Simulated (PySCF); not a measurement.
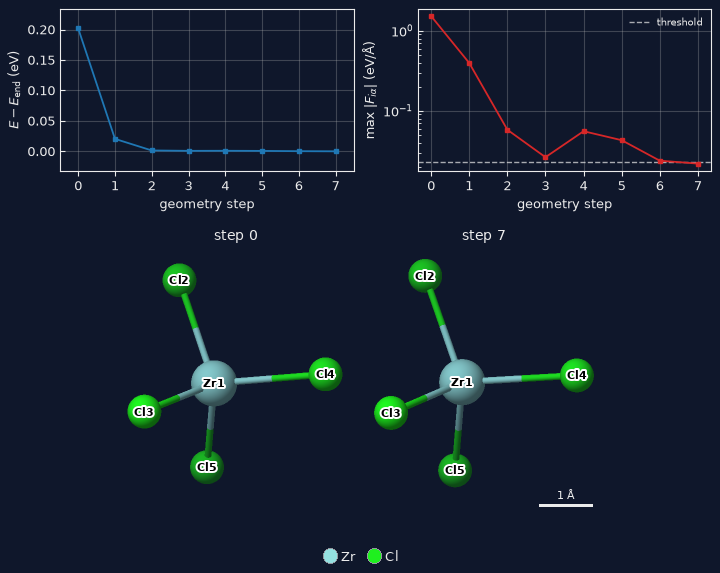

First and last geometry of a relaxation of ZrCl4, with the history of the run. A ball-and-stick model, seen at a tilt.

The start comes from GFN2-xTB.

Computed with PBE0-D3(BJ)/def2-SVP geometry optimisation, gas phase in PySCF. 

Did the run converge, and what did it change?

Answer. It converged. The energy falls by 0.202 eV in 7 geometry steps. Largest force component: 1.5 eV/Å at the start, 0.022 eV/Å at the end. Cl2 moves most after the best rigid fit: 0.10 Å. By element the largest moves are Cl 0.10 Å, Zr 0.03 Å. Some distances before and after: Zr1–Cl2 2.251 → 2.327 Å, Zr1–Cl3 2.252 → 2.317 Å. The run took about 50 core-seconds on a shared host.
